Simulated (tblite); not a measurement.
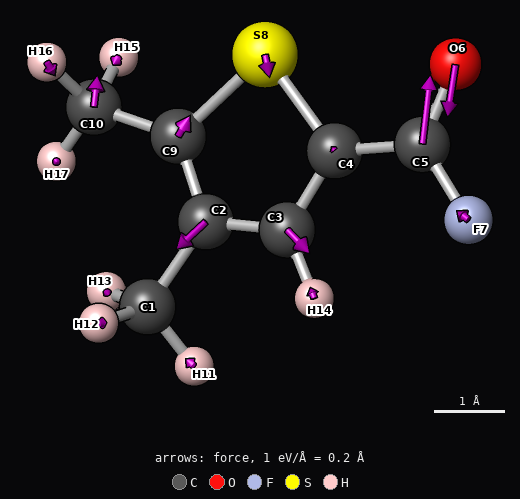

Starting geometry of C$_{7}$H$_{7}$FOS with the computed forces as purple arrows. A ball-and-stick model, seen at a tilt.

These are results of GFN2-xTB geometry optimisation, gas phase (tblite), not measurements. 

> What follows when this structure is relaxed?

It isn't relaxed: the largest force vector, on C5, is 5.18 eV/Å. The final displacements have little in common with the starting forces (cosine between the two patterns 0.19). The atom that moves furthest after the best rigid fit is H16 (0.87 Å). Largest moves by element: H 0.87 Å, C 0.23 Å, F 0.22 Å, O 0.15 Å, S 0.13 Å. Among the contacts that change: C4–S8 1.852 → 1.735 Å, S8–C9 1.814 → 1.722 Å, C5–O6 1.260 → 1.187 Å, C10–H15 1.134 → 1.086 Å. Bond angles that change, for instance: C4–C5–O6 116.0° → 130.3°, C4–C5–F7 123.0° → 110.7°, C5–C4–S8 127.6° → 119.8°. Groups turn about C9–C10 by about 50°, C1–C2 by about 35°. After 137 geometry steps the energy has fallen by 100.5 kJ/mol.
